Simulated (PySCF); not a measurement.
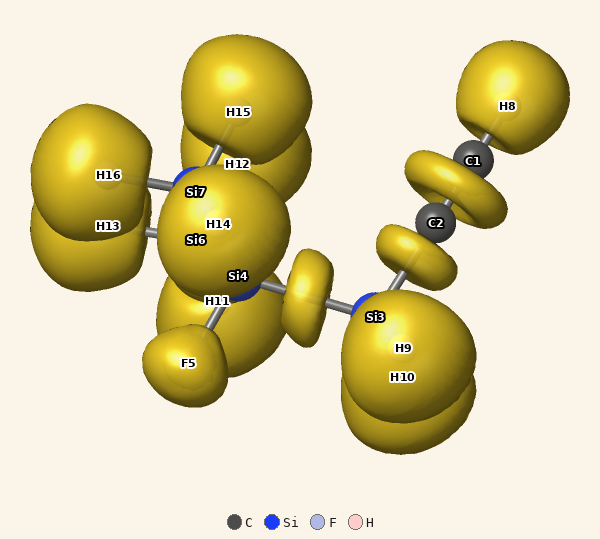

Figure 1: C$_{2}$H$_{9}$FSi$_{4}$ (SMILES C#C[SiH2][Si](F)([SiH3])[SiH3]). Isosurface of the electron localisation function at 0.8 (yellow), seen from one side. Core shells and regions of very low density are left out.

Geometry: GFN2-xTB.

These are results of PySCF, PBE0/pcSseg-1, SCF density, gas phase, non-relativistic, not measurements.

Input

```
{"job": {"kind": "nmr", "xc": "PBE0", "basis": "pcSseg-1"}, "charge": 0, "multiplicity": 1}
C      2.886168    -1.565046     0.637767
C      2.128155    -0.731977     1.058430
Si     0.936928     0.543301     1.674073
Si    -0.776052     0.601305     0.078829
F     -1.790347     1.753061     0.691507
Si    -2.091558    -1.323442     0.034005
Si    -0.122882     1.482220    -1.978886
H      3.556374    -2.291489     0.275454
H      1.709682     1.786397     1.826307
H      0.537768     0.115935     3.024544
H     -2.576701    -1.717174     1.360498
H     -1.284236    -2.435256    -0.475662
H     -3.276306    -1.222931    -0.823865
H      0.570935     2.768330    -1.858361
H      0.810626     0.549072    -2.615553
H     -1.226152     1.696638    -2.920497
```

Run with:

```sh
OMP_NUM_THREADS=1 python probes_run.py task.json out
```

Where are the electrons localised?

Answer. The surface consists of one region between bonded C–C atoms (shared pairs), one region between bonded C–Si atoms (shared pairs), three regions between bonded Si–Si atoms (shared pairs), nine regions around hydrogen nuclei and one region wrapped around F (its lone pairs, merged into a ring or cap).

Values along the shortest contacts:
C–C (1.20 Å): the ELF peaks at about 0.85 between the atoms: a multiple bond. Si–F (1.65 Å): the ELF peaks at about 0.80 in the valence shell of F, 0.6 Å from its nucleus, and is about 0.55 at the midpoint.
